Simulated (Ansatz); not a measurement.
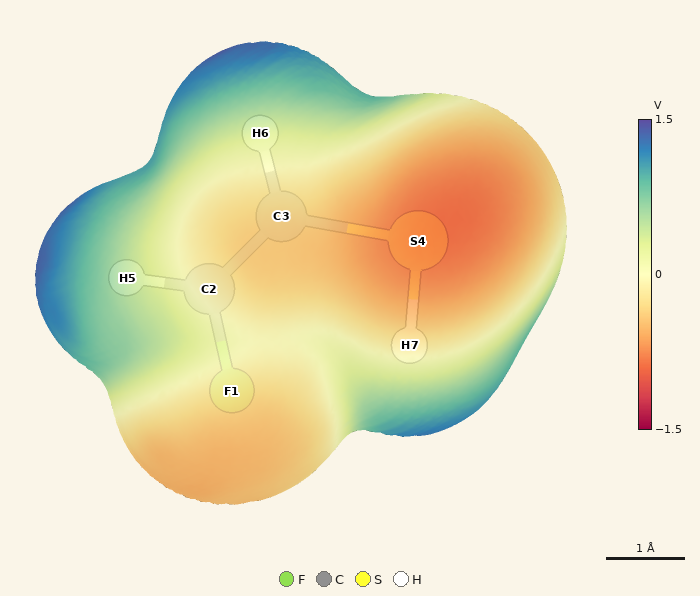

Figure 1: C$_{2}$H$_{3}$FS (SMILES FC=CS). The molecular electrostatic potential painted on the density surface at 0.002 e/bohr³, seen across its widest extent; red is negative and blue positive.

Not at a stationary point (largest force 1.3 eV/Å).

Computed with SCF lc_wpbe, Gaussian basis in Ansatz 0.2.0.

| atom | x (Å) | y (Å) | z (Å) |
| --- | --- | --- | --- |
| F | -0.7123 | -1.0080 | -1.1012 |
| C | -0.5754 | -0.6654 | 0.1851 |
| C | 0.2033 | 0.3189 | 0.5767 |
| S | 1.2029 | 1.3199 | -0.5096 |
| H | -1.1506 | -1.3196 | 0.8065 |
| H | 0.3504 | 0.5314 | 1.6499 |
| H | 0.7429 | 0.7549 | -1.6530 |

> Where is the surface potential most negative and most positive?

The most negative region (about −0.9 V) lies over S4, the most positive (about +1.3 V) over H5 and H6.
